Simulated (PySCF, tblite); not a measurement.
**C7H13BNP: geometry, infrared bands and NMR shifts**

What infrared bands and NMR shifts should C7H13BNP (`CC[C@H](C)[P+]1([BH2-]C#N)C=C1`) show?

Programs: tblite 0.8.0 and PySCF 2.14.0, with density-fitted response routines of our own. Each step states its level of theory. These are calculated values for one molecule in the gas phase, unless marked as measured. Atoms count from 0, in the outputs and in this text.

## (1) The molecule as given

23 atoms, charge 0, multiplicity 1; geometry from: force field or distance geometry start.

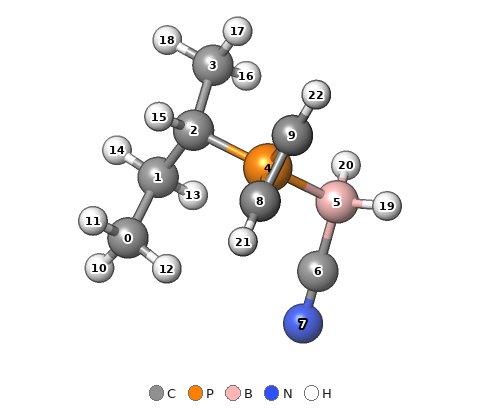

As it starts; carbon grey, phosphorus orange, boron pink, nitrogen blue, hydrogen white, atoms numbered.

## (2) Optimising the geometry with GFN2-xTB

The job: settings as JSON, then the geometry in Å.

```
{"job": {"kind": "relax", "xc": "GFN2-xTB", "basis": "xTB"}, "charge": 0, "multiplicity": 1}
C     -0.452600    -2.313900     0.593000
C     -1.226500    -1.173300    -0.106000
C     -0.983000     0.182600     0.586000
C     -1.946300     1.245000     0.002900
P      0.730000     0.749600     0.367300
B      1.519400     0.946500    -1.351400
C      1.981200    -0.431500    -1.867500
N      2.327300    -1.466600    -2.244400
C      1.778900     0.469200     1.657400
C      1.260500     1.845400     1.531200
H     -0.726700    -3.279400     0.113000
H     -0.739200    -2.366000     1.670600
H      0.629900    -2.163100     0.510900
H     -0.917600    -1.131200    -1.168600
H     -2.308200    -1.418100    -0.059100
H     -1.199100     0.093900     1.684000
H     -1.784900     1.362700    -1.078300
H     -1.780700     2.210400     0.510900
H     -3.000200     0.938500     0.194500
H      2.470800     1.674600    -1.266400
H      0.724200     1.414700    -2.099500
H      2.388400    -0.231100     2.203100
H      1.249400     2.867900     1.923300
```

Run with:

```
> OMP_NUM_THREADS=1 python probes_run.py task.json out
```

One launch serves the whole session: the jobs run in the order shown.

**Question.** This job is followed by: GFN2-xTB harmonic vibrations, gas phase; GIAO PBE0/pcSseg-1 NMR shielding, non-relativistic, gas phase. Predict these results of the whole session: strongest single infrared mode (GFN2-xTB); zero-point energy (GFN2-xTB); 13C shifts against TMS (PBE0/pcSseg-1); 1H shifts against TMS (PBE0/pcSseg-1, means over atoms taken as alike); 31P shifts against H3PO4 (PBE0/pcSseg-1); 11B shifts against BF3·OEt2 (PBE0/pcSseg-1); 15N shifts against NH3 (PBE0/pcSseg-1).

The runs gave:

| quantity | value |
| --- | --- |
| strongest single infrared mode (GFN2-xTB) | 2349 cm⁻¹, 153 km/mol |
| zero-point energy (GFN2-xTB) | 113.6 kcal/mol |
| 13C shifts against TMS (PBE0/pcSseg-1) | 149.0, 144.7, 133.0, 58.5, 30.9, 18.9, 18.8 ppm |
| 1H shifts against TMS (PBE0/pcSseg-1, means over atoms taken as alike) | 9.07, 8.86, 2.16, 2.13, 1.61, 1.60, 1.45, 1.11, 1.07 ppm |
| 31P shifts against H3PO4 (PBE0/pcSseg-1) | -155.3 ppm |
| 11B shifts against BF3·OEt2 (PBE0/pcSseg-1) | -46.5 ppm |
| 15N shifts against NH3 (PBE0/pcSseg-1) | 336.1 ppm |

Over 96 steps the energy fell by 1.216 eV; of the close pairs, C8–C9 changed most, 1.476 to 1.321 Å. No mode is imaginary among the 63: a minimum at this level. The strongest single mode, at 2349 cm⁻¹, moves mainly C6 and N7. GFN2-xTB is a fitted tight-binding method: band positions and strengths are rough. Its intensities can rank the bands wrongly. At PBE0/pcSseg-1: The largest span, 705 ppm, is at P4, where the paramagnetic term is -494 ppm.
